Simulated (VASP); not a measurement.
Band structure of Cd (hcp). Method: PBE GGA with D3 dispersion (zero damping), VASP's PBE PAW potentials (set 64) (plane waves; VASP 6.6.1).

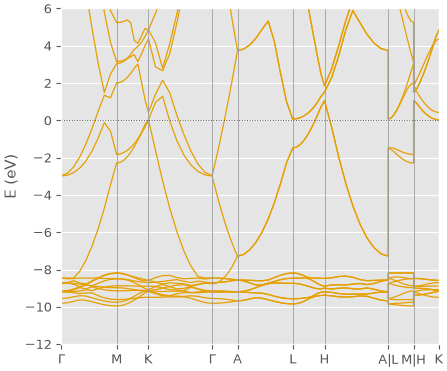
Figure. Bands along high-symmetry lines, zero at the valence-band maximum or, without a gap, the Fermi level

Question: Read the plot: is there a gap, and where are the band edges?

Answer: It has no gap at this level: it comes out as a metal or semimetal. (Edges off the drawn lines would not show.)

The compound is Cd in the hcp structure. It was relaxed first.
